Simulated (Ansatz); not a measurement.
## Ge: response to strain

The reference is Ge in the diamond structure (space group Fd-3m, No. 227; a = 5.6744 Å). Axes: x, y, z lie along the cube axes.

Strains are applied to the cell and any free atomic positions relax; under biaxial strain the out-of-plane vector relaxes too.

All numbers come from Ansatz (a first-principles code), r2SCAN, PAW, cutoff 500 eV, no SOC.

Notes on the quantities. energy relative to the base: free energy F.

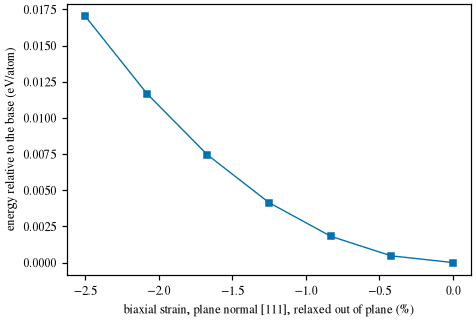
Figure. Energy relative to the base against biaxial strain, plane normal [111], relaxed out of plane

```json
[
 {"biaxial strain, plane normal [111], relaxed out of plane (%)": "-2.5", "energy relative to the base": "+17 meV/atom"},
 {"biaxial strain, plane normal [111], relaxed out of plane (%)": "-2.08", "energy relative to the base": "+12 meV/atom"},
 {"biaxial strain, plane normal [111], relaxed out of plane (%)": "-1.67", "energy relative to the base": "+7.5 meV/atom"},
 {"biaxial strain, plane normal [111], relaxed out of plane (%)": "-1.25", "energy relative to the base": "+4.1 meV/atom"},
 {"biaxial strain, plane normal [111], relaxed out of plane (%)": "-0.83", "energy relative to the base": "+1.8 meV/atom"},
 {"biaxial strain, plane normal [111], relaxed out of plane (%)": "-0.42", "energy relative to the base": "+0.5 meV/atom"}
]
```

Whether these cells are dynamically stable was not tested.
